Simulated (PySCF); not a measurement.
```xyz
16

C     1.8948    0.1984   -0.3027
C     0.3852    0.2714   -0.5992
C    -0.2008   -1.0883   -0.8638
C    -1.1899   -1.3859   -0.0368
C    -1.4723   -0.2817    0.9354
C    -0.4316    0.7242    0.5707
O    -0.6279    2.0490    0.8886
H     2.0729   -0.4490    0.5521
H     2.2920    1.1865   -0.0788
H     2.4282   -0.2016   -1.1619
H     0.2532    0.9307   -1.4756
H     0.1857   -1.7176   -1.6471
H    -1.7551   -2.3021   -0.0286
H    -2.4885    0.1183    0.8248
H    -1.3879   -0.6258    1.9737
H     0.0343    2.5824    0.4376
```

Geometry: GFN2-xTB.

Level of theory: PySCF 2.14.0, density-fitted response routines, UKS B3LYP, pcH-1 on C H O, non-relativistic, mean-field spin-orbit, GIAO.

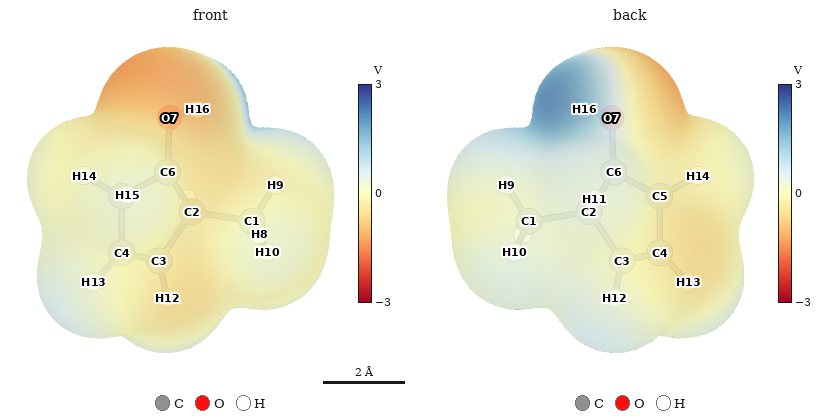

C$_{6}$H$_{9}$O (SMILES C[C@H]1C=CC[C]1O) (doublet). The electrostatic potential painted on the density surface at 0.001 e/bohr³, seen from the front and from behind; red is negative and blue positive.

Question: Where is the surface potential most negative and most positive?

Answer: The most negative region (about −1.3 V) lies over O7, the most positive (about +2.1 V) over H16. O7 is the likeliest acceptor of a hydrogen bond.
